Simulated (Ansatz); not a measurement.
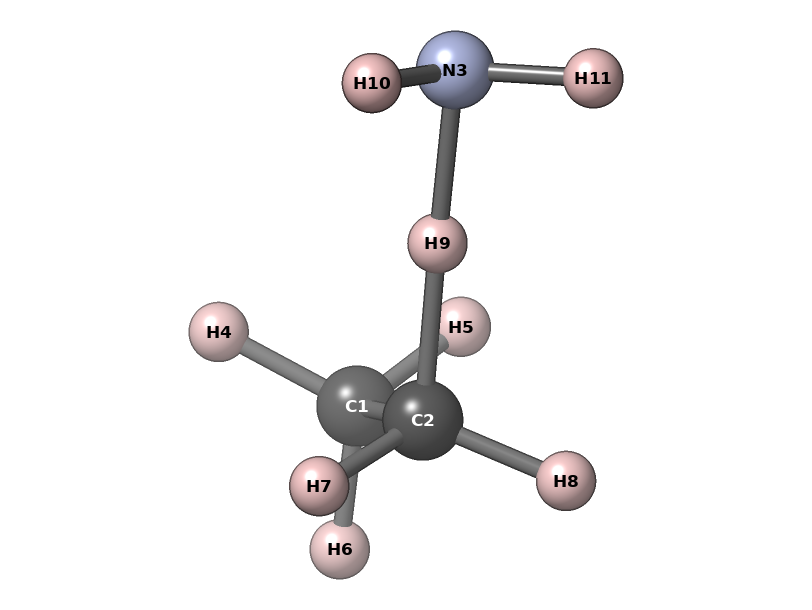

The picture comes from a calculation with Ansatz.

C1 lies behind C2. The molecule seen a little off the C2–C1 bond, C2 in front. Depth is shown by fading: the farther an atom, the more it takes the colour of the background. The species is neutral and a spin doublet. Geometry: a fixed input geometry, not necessarily a minimum.

**What is the torsion angle H9–C2–C1–H4? The sign is positive where the front bond must turn clockwise to cover the back bond.**

−60°, synclinal (gauche). The bonds about C2–C1 are staggered.
